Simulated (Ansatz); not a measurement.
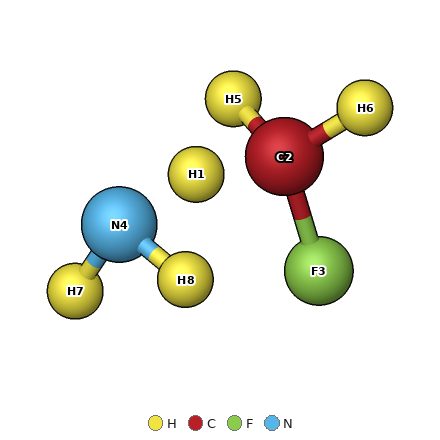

The system is the reacting system CH₅FN (fragments CH₃F + H₂N where the first distance is long, H₃N + CH₂F where the second is long), spin multiplicity 2; the picture shows the reference structure. Coordinates scanned: (1) distance H1–N4 (bond that forms); (2) distance H1–C2 (bond that breaks). Relaxed at each point: all other coordinates. The scan uses an 8 × 8 grid. Points are written as (first, second). All energies are given in eV relative to the lowest grid point. In part of the range the unrestricted reference is strongly spin-contaminated. Level of theory: UKS r2SCAN-D4/def2-SVP (Ansatz).

Its coordinates:

```csv
atom,x (Å),y (Å),z (Å)
H,0.2900,-0.2926,0.2332
C,-1.0852,-0.1638,0.0462
F,-1.3231,0.8109,-0.8626
N,1.6186,-0.1229,0.2018
H,-1.4003,-1.1523,-0.3230
H,-1.4781,0.1005,1.0404
H,1.7292,-0.0482,-0.8209
H,1.6487,0.8684,0.4849
```

Range: distance H1–N4 (bond that forms) from 0.918 to 2.718 Å; distance H1–C2 (bond that breaks) from 0.963 to 2.763 Å.

Question: What will the energy surface look like?

Answer: The lowest grid point is at (1.076 Å, 2.763 Å). It lies in a valley that leaves the map towards separated partners. The highest grid point, (0.918 Å, 0.963 Å), lies 5.03 eV above the lowest. On the interpolated surface the lowest path from the side where the first distance is long, about (2.57 Å, 1.12 Å), to the side where the second distance is long, about (1.02 Å, 2.76 Å), has its top at about (1.32 Å, 1.29 Å), about 0.32 eV above the start and 0.54 eV above the end.

| second ↓, first → | 0.918 | 1.076 | 1.294 | 1.542 | 1.812 | 2.100 | 2.403 | 2.718 |
| --- | --- | --- | --- | --- | --- | --- | --- | --- |
| 2.763 | 0.24 | 0.00 | 0.85 | 2.12 | 3.28 | 3.92 | 4.22 | 4.35 |
| 2.448 | 0.26 | 0.01 | 0.84 | 2.08 | 3.16 | 3.76 | 4.03 | 4.14 |
| 2.145 | 0.32 | 0.04 | 0.82 | 1.96 | 2.89 | 3.42 | 3.65 | 3.75 |
| 1.857 | 0.46 | 0.10 | 0.75 | 1.70 | 2.40 | 2.77 | 2.90 | 2.95 |
| 1.587 | 0.79 | 0.26 | 0.63 | 1.22 | 1.61 | 1.79 | 1.84 | 1.87 |
| 1.339 | 1.50 | 0.62 | 0.50 | 0.64 | 0.75 | 0.78 | 0.79 | 0.80 |
| 1.121 | 2.92 | 1.48 | 0.74 | 0.43 | 0.30 | 0.23 | 0.19 | 0.19 |
| 0.963 | 5.03 | 3.03 | 1.74 | 1.10 | 0.81 | 0.67 | 0.60 | 0.60 |

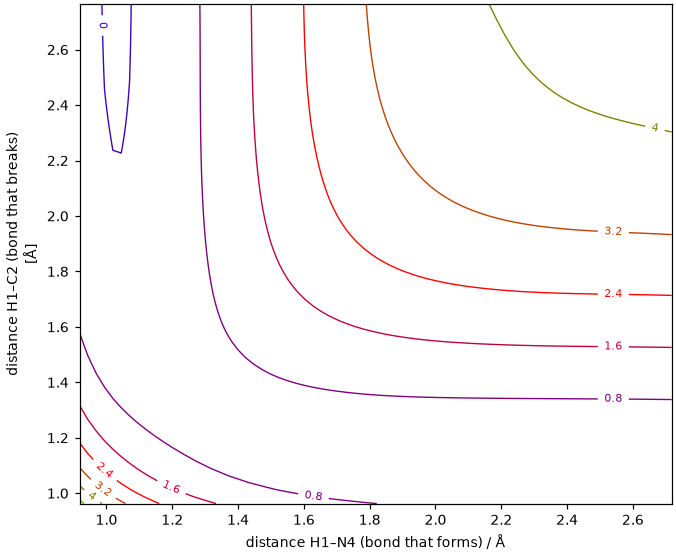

The picture shows contour lines labelled in eV. Between grid points the surface is interpolated.

Each point was launched as `ansatz run input.yaml --threads 1 --pin off --max-ram 2560MiB --backend cpu --events-out ev --progress --plain --runs-dir out`. The whole map (64 points run) took 36 min on 1 thread of Arm Neoverse V2, on a shared host.
